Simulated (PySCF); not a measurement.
CsSn (quartet)

```json
{"atom": "Cs", "x (Å)": "0.0000", "y (Å)": "0.0000", "z (Å)": "-1.7050"}
{"atom": "Sn", "x (Å)": "0.0000", "y (Å)": "0.0000", "z (Å)": "1.8900"}
```

Core potentials replace the inner electrons of Cs and Sn.

The calculation used PBE0/def2-SVPD, non-relativistic Hamiltonian with scalar-relativistic core potentials where named, at a bond length of 3.595 Å in PySCF.

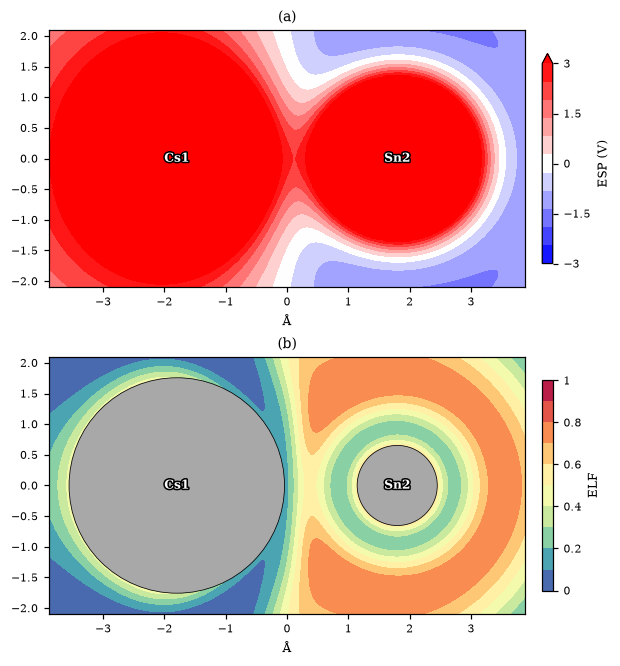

Figure 1. (a) electrostatic potential; (b) electron localisation function on a plane that holds the molecular axis. Grey discs cover the atomic cores in the ELF map.

> What do the fields say about this system?

The section cuts through Cs and Sn sites.
Cs–Sn (3.59 Å): the ELF peaks at about 0.55 in the valence shell of Sn, 1.4 Å from its nucleus, and is about 0.20 at the midpoint.
Outside the dense part of the molecule the potential is most negative (−1.4 V) near Sn2.

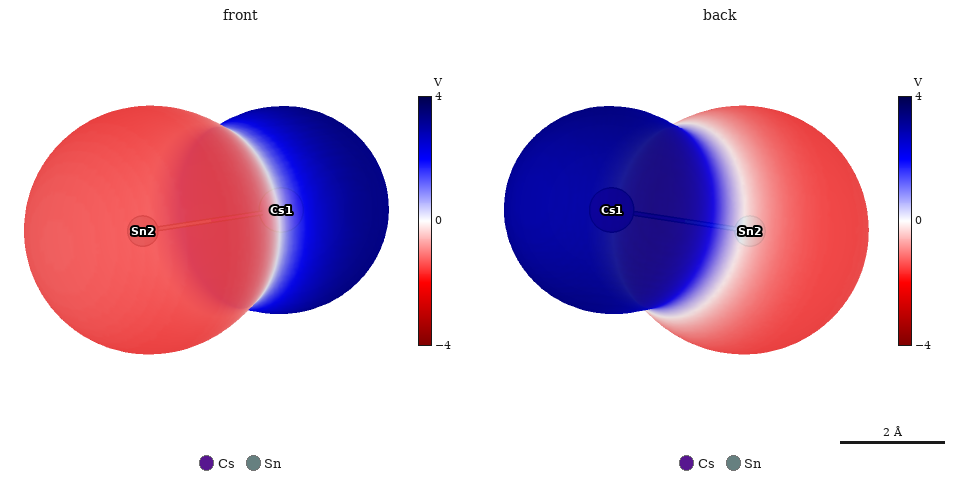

Figure 2. The electrostatic potential painted on the density surface at 0.002 e/bohr³, seen from the front and from behind; the colour scale runs from red (negative) to blue (positive).

> Describe the electrostatic potential map.

The most negative region (about −1.5 V) lies over Sn2, the most positive (about +3.3 V) over Cs1.
